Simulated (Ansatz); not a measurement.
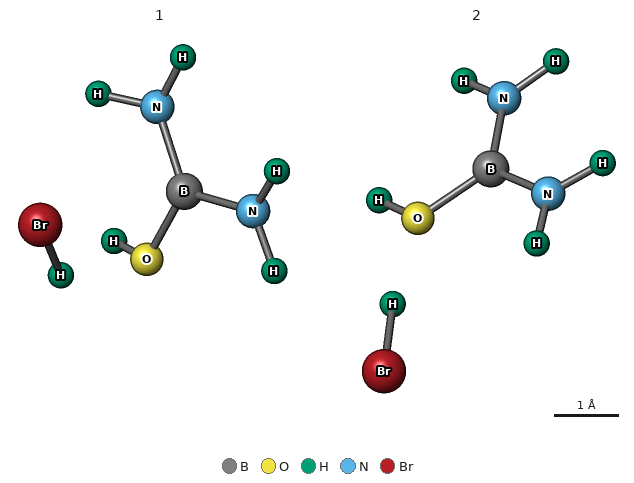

Two geometries of BN2H6OBr, drawn at one scale. One is the start of a relaxation, the other its converged end. The picture is a ball-and-stick view, seen at a tilt.

Theory: RKS B3LYP/def2-SVP (Ansatz). Set-up: no spin polarisation; force threshold 0.03 eV/Å; at most 50 steps.

> Which geometry has the lower energy?

Structure 2 is the relaxed one. The run prepares an end point of a later path (reaction) calculation, from a guessed geometry. The Br atom moves most after the best rigid fit: 2.36 Å. By element the largest moves are Br 2.36 Å, H 1.28 Å, O 1.18 Å, N 0.69 Å, B 0.41 Å. Among the contacts that change: Br–H 1.502 → 1.458 Å, B–N 1.429 → 1.423 Å. Among the angles between lasting bonds that change: B–O–H 112.2° → 115.1°, B–N–H 121.8° → 124.0°. After 31 accepted moves (33 points after the start) the energy has fallen by 6.58 kcal/mol. Largest force component: 1 eV/Å at the start, 0.016 eV/Å at the end. The line search rejected the trial steps at points 7, 25 of the run. The forces were under the threshold at step 30, but the run went on from there. Cost: 57 s on 4 threads of Arm Neoverse V2 (shared host), peak memory 0.3 GiB.

Limits of the set-up: the start holds two separate molecules, 2.2 Å apart at their closest, whose relative position is a soft coordinate and is computed without a dispersion correction.
